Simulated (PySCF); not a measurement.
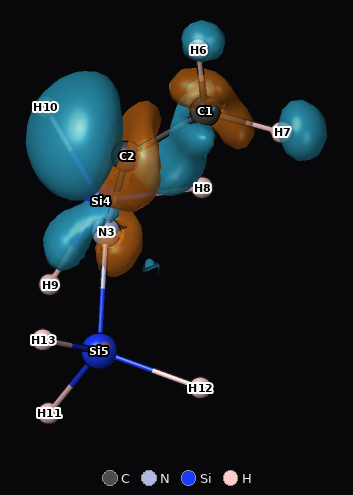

Figure 1: C₂H₈NSi₂, doublet, SMILES `C=[C]N([SiH3])[SiH3]`. Fukui function f⁺ = ρ(N+1) − ρ(N) at fixed geometry, surfaces at ±0.03 e/Å³ (light blue positive, orange negative).

Method: LDA (SVWN)/cc-pVDZ; geometry: GFN2-xTB; program: PySCF. No frequency check shows the geometry to be a minimum. GFN2-xTB doesn't know the spin state, so this open-shell geometry is rough.

**Which atoms respond most to the addition of an electron?**

f⁺ (Hirshfeld-condensed) is largest on C2 (0.19) and Si4 and Si5 (0.14 each); the vertical electron affinity is −0.01 eV (to the singlet anion, which needn't be its lowest state; negative, but this basis has no diffuse functions, so it doesn't show that the anion is unbound). Condensed values hint at sites of nucleophilic attack but needn't mark the atom that reacts. Orbital relaxation makes it negative in places (0.20 e in all).

Run time: 52 s on 1 thread of Arm Neoverse V2 (shared host), peak memory 0.29 GiB.
